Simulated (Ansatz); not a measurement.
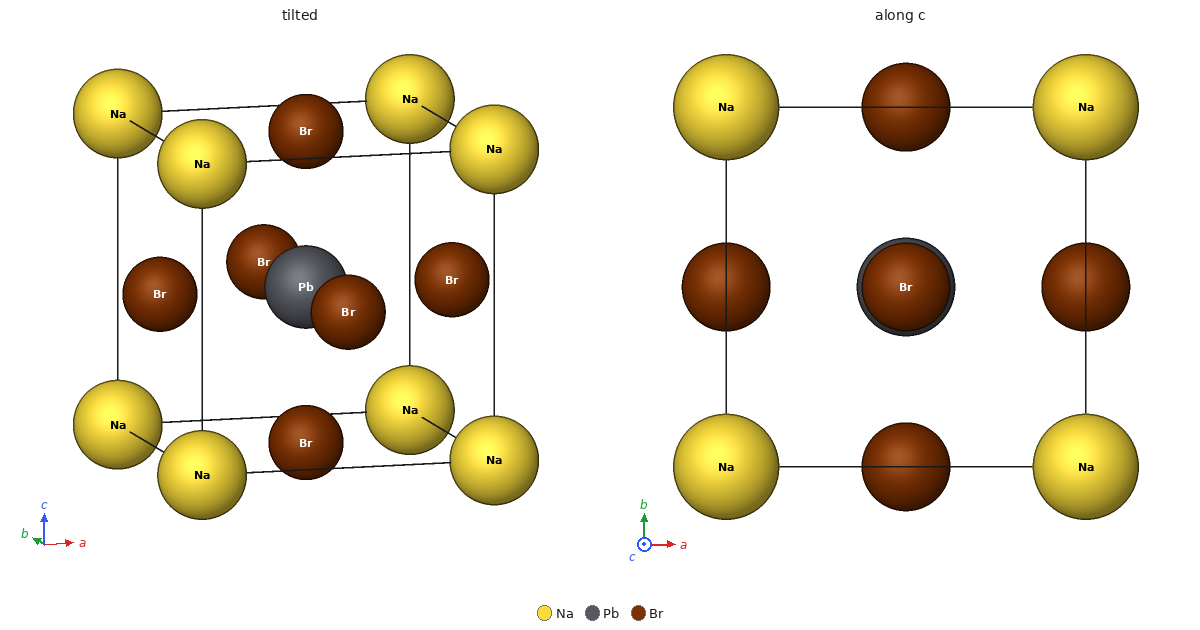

The structure above is drawn in spheres-only style and viewed slightly off an axis and along the c axis. The parallelepiped is the conventional unit cell.

NaPbBr$_{3}$, space group P4/mmm (No. 123), a = 5.733 Å, b = 5.733 Å, c = 5.955 Å, α = 90.00°, β = 90.00°, γ = 90.00°. The cell started as a structure type filled with these elements by a generator (whether the compound takes this form wasn't checked). The cell was then strained or its atoms displaced on purpose. It went into a calculation with Ansatz.

This one geometry was computed with Ansatz (DFT, plane waves, PAW) at three levels of theory: HSE06, PBE and r2SCAN. It was relaxed with r2SCAN and then strained.

**How does the band gap change with the level of theory?**

PBE: a gap of 1.20 eV, indirect; r2SCAN: a gap of 1.56 eV, direct; HSE06: a gap of 1.78 eV, direct.

**Collect the results in a table.**

| level | cutoff (eV) | k-mesh of the run's cell | gap (eV) | pressure (GPa) |
| --- | --- | --- | --- | --- |
| HSE06 | 420 | 4×4×4 | 1.78 | 1.4 |
| PBE | 420 | 4×4×4 | 1.20 | 1.8 |
| r2SCAN | 500 | 4×4×4 | 1.56 | 1.3 |

Gaps are taken on the k-mesh or band path of each run.
